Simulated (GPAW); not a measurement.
# Surface energy and work function of Cd(0001) from slabs of 3 to 12 layers (PBE)

How do energy and work function of Cd(0001) films settle with thickness, and what surface energy follows?

How it was computed: GPAW 26.7.0, plane waves at 450 eV with PAW setups; symmetric 1×1 slabs cut at the tabulated lattice constant (two decimals; low-temperature values for the alkali metals), atoms at bulk places, 7.5 Å of vacuum on each side, one in-plane mesh for all thicknesses, Fermi-Dirac smearing of 0.1 eV. Energies are extrapolated to zero smearing and count from the program's reference atoms. Functional PBE. The cell's area is 7.691 Å².

What came out, but for one run:

| layers | energy (eV) | work function (eV) |
| --- | --- | --- |
| 3 | −2.5363 | 3.94 |
| 4 | −3.4411 | 3.81 |
| 5 | −4.3161 | 3.79 |
| 6 | −5.2372 | 3.86 |
| 7 | −6.1443 | 3.87 |
| 8 | −7.0447 | 3.85 |
| 9 | −7.9337 | 3.82 |
| 10 | −8.8371 | 3.85 |
| 11 | −9.7423 | 3.85 |
| 12 | ? | ? |

Q: What surface energy do these runs give, and what energy and work function should the 12-layer slab have?

Worked answer. A slab of n layers has E(n) = nε + 2Aγ once its middle is bulk-like. A line through n = 6 to 11 has the slope ε = −0.8998 eV a layer and the intercept 2Aγ = 0.1584 eV (r.m.s. residual 4.1 meV). So γ = 0.1584 / (2 × 7.691 Å²) = 0.0103 eV/Å² = 0.16 J/m², with a standard error of about 0.01 J/m² from the scatter about the line. For 12 layers: 0.1584 + 12 × (−0.8998) = −10.639 eV; the run gives −10.643 eV, 4.3 meV under the line. The work function has no such law: from 6 to 11 layers it moves between 3.82 and 3.87 eV (mean 3.85), and the 12-layer slab gives 3.83 eV. The thinnest slab, 3 layers, lies +0.09 eV from that mean. The values go up and down with thickness, as expected where levels confined across the film cross the Fermi level one by one.

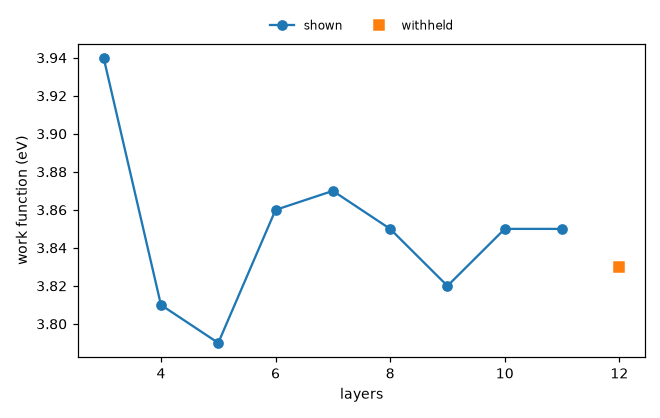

Work function against thickness.

Caveats: The surfaces are unrelaxed, so γ is an upper bound for this functional and lattice constant. The tabulated lattice constant isn't the functional's own, which strains the slab a little.
